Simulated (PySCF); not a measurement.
EPR calculation, with input and output: C6H9FSi (charge +1)

C6H9FSi, charge +1, multiplicity 2, computed with UKS B3LYP, pcH-1 on C F H Si, non-relativistic, mean-field spin-orbit, GIAO (PySCF 2.14.0).

It belongs to a series of runs on one base structure; here: electron removed.

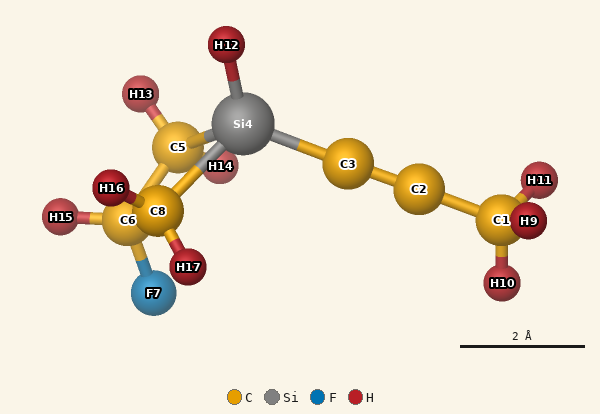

*The input geometry (ball-and-stick view, seen at a tilt; atoms are numbered from 1 in the order of the input).*

Bond lengths as drawn: C–C 1.22 to 1.52 Å, C–F 1.36 Å, C–H 1.08 to 1.09 Å, C–Si 1.81 to 1.99 Å and H–Si 1.45 Å.

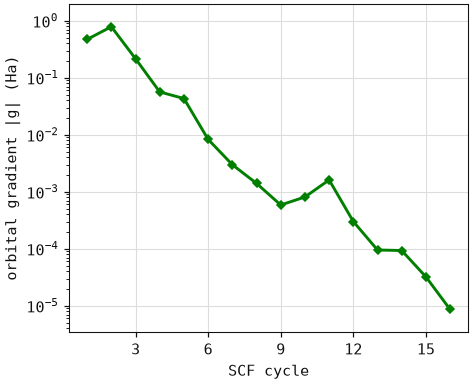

*Convergence of the self-consistent field: orbital gradient |g| against the SCF cycle.*

All cycles printed in the log are drawn one after another.

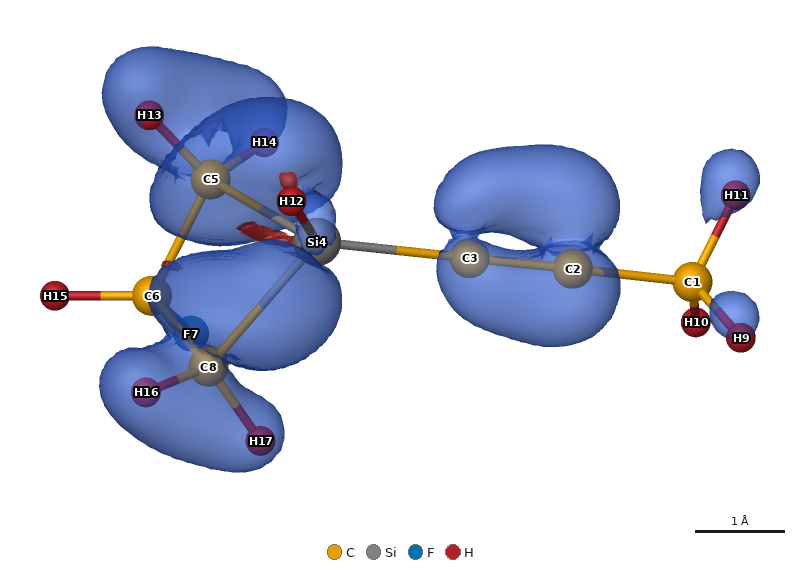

*Isosurfaces of the spin density at +0.015 (blue) and −0.015 e/Å³ (red), seen from the side.*

The unpaired spin (1 electron) lies mostly on C5 (about 0.3), C8 (about 0.2), Si4 (about 0.2), C2 (about 0.1) and C3 (about 0.1), in electrons by Hirshfeld's partition.

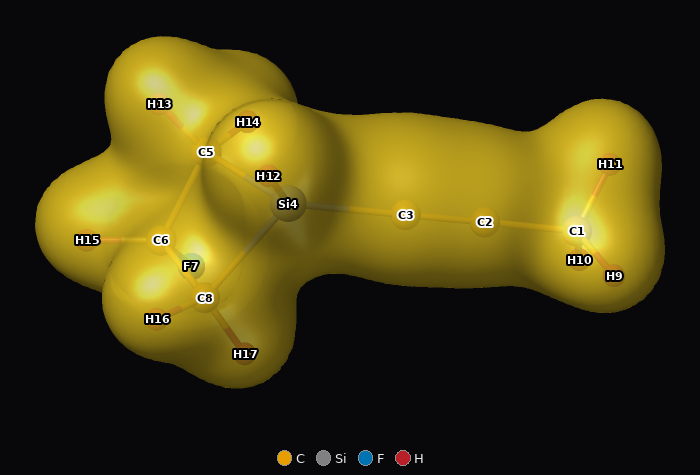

*Isosurface of the electron density at 0.1 e/Å³ (yellow), seen from the side.*

At this value the surface is in one piece. On the grid the lowest density along these lines, outside the cores, is 2.3 e/Å³ (C–C, 1.22 Å), 1.8 e/Å³ (C–F, 1.36 Å), 0.82 e/Å³ (C–Si, 1.81 Å) and 1.7 e/Å³ (C–H, 1.08 Å).

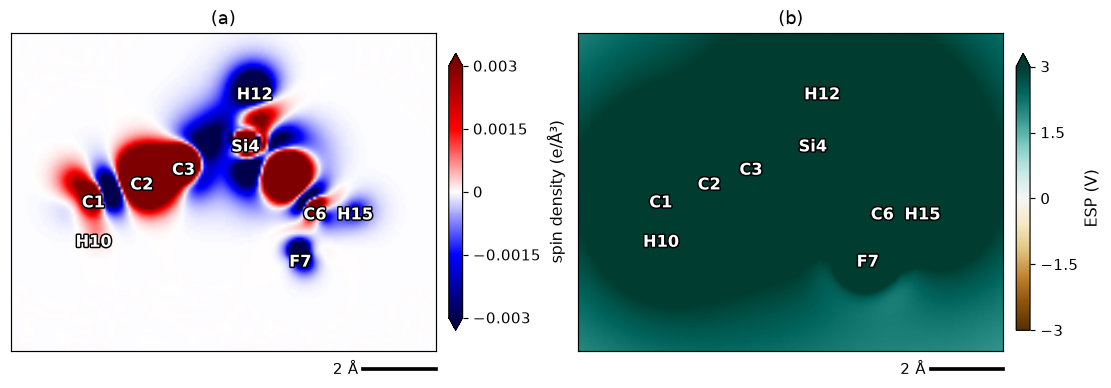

*(a) spin density (α minus β); (b) electrostatic potential on the plane of atoms F7, C6 and H15.*

Atoms in the plane: C, Si, F and H. The unpaired spin (1 electron) lies mostly on C5 (about 0.3), C8 (about 0.2), Si4 (about 0.2), C2 (about 0.1) and C3 (about 0.1), in electrons by Hirshfeld's partition. The potential has no marked negative region in this plane.

The input and output of the run follow.

### Input file
```
{"job": {"kind": "epr", "basis": "pcH-1"}, "charge": 1, "multiplicity": 2}
C      3.615674    -0.501391     1.022788
C      2.370590    -0.080727     0.484772
C      1.294871     0.273403     0.036442
Si    -0.290089     0.828155    -0.652251
C     -1.630160    -0.642103    -0.767013
C     -2.458011    -0.284003     0.456656
F     -2.250122    -1.168793     1.470708
C     -1.726847     1.026285     0.708948
H      4.205826     0.369306     1.313659
H      3.457917    -1.138872     1.892943
H      4.175759    -1.058132     0.269350
H     -0.325023     1.798619    -1.734010
H     -2.177719    -0.563022    -1.699601
H     -1.124211    -1.596432    -0.654808
H     -3.537273    -0.213368     0.305734
H     -2.325168     1.902769     0.485563
H     -1.283014     1.060335     1.699673
```

The first line tells a small driver script what to run in PySCF; the rest is the geometry in Å.

Launch command:
```bash
OMP_NUM_THREADS=1 python <driver script> task.json out
```

### The program's output
```
UKS, coarse grid
  cycle   1  E = -622.94516481  |g| = 4.70e-01
  cycle   2  E = -622.74335946  |g| = 7.84e-01
  cycle   3  E = -623.00538236  |g| = 2.15e-01
  cycle   4  E = -623.03313061  |g| = 5.63e-02
  cycle   5  E = -623.03370280  |g| = 4.31e-02
  cycle   6  E = -623.03465937  |g| = 8.28e-03
  cycle   7  E = -623.03469312  |g| = 2.98e-03
  cycle   8  E = -623.03470035  |g| = 1.40e-03
  cycle   9  E = -623.03470236  |g| = 5.85e-04
UKS, final grid
  cycle   1  E = -623.03474072  |g| = 8.08e-04
  cycle   2  E = -623.03473970  |g| = 1.61e-03
  cycle   3  E = -623.03474113  |g| = 3.00e-04
  cycle   4  E = -623.03474118  |g| = 9.50e-05
  cycle   5  E = -623.03474120  |g| = 9.30e-05
  cycle   6  E = -623.03474121  |g| = 3.21e-05
  cycle   7  E = -623.03474121  |g| = 8.61e-06
E = -623.03474121 Eh   <S^2> = 0.7566 (exact 0.7500)
g shifts (ppm)      1          2          3
  rmc          -160       -160       -160
  gc             22         75         39
  oz_so         270       1750       8700
  total         132       1665       8579
hyperfine (MHz)  atom isotope    a_iso     a_fc   dipolar eigenvalues
    0   13C      -5.95      -5.96     -1.53     -0.63      2.16
    1   13C       6.68       6.62    -14.01    -12.74     26.75
    2   13C      -5.61      -5.77     -9.04     -4.41     13.45
    3  29Si      53.35      53.48    -48.31     20.68     27.63
    4   13C     120.01     119.89    -31.74    -29.43     61.17
    5   13C     -13.09     -13.13     -3.36      0.58      2.78
    6   19F      -7.12      -7.22     -3.73      0.39      3.34
    7   13C     119.83     119.71    -30.98    -28.63     59.61
    8    1H      29.50      29.50     -1.82     -0.89      2.70
    9    1H       0.43       0.43     -1.16     -0.81      1.97
   10    1H      37.28      37.28     -1.90     -0.89      2.79
   11    1H     -13.99     -14.00     -4.50     -1.81      6.31
   12    1H      55.94      55.91    -14.20     -3.82     18.02
   13    1H      63.45      63.42    -14.27     -3.85     18.12
   14    1H      -2.12      -2.12     -4.09     -1.30      5.39
   15    1H      54.04      54.02    -13.85     -3.71     17.55
   16    1H      66.03      66.01    -13.94     -3.87     17.81
```

### Key numbers

| quantity | value |
| --- | --- |
| outcome | converged |
| total energy | −623.034741 hartree |
| ⟨S²⟩ | 0.757 |
| isotropic g | 2.0058 |
| hardware | 1 CPU thread, shared host |
| wall time | 2 min |
| peak memory | 1.1 GiB |
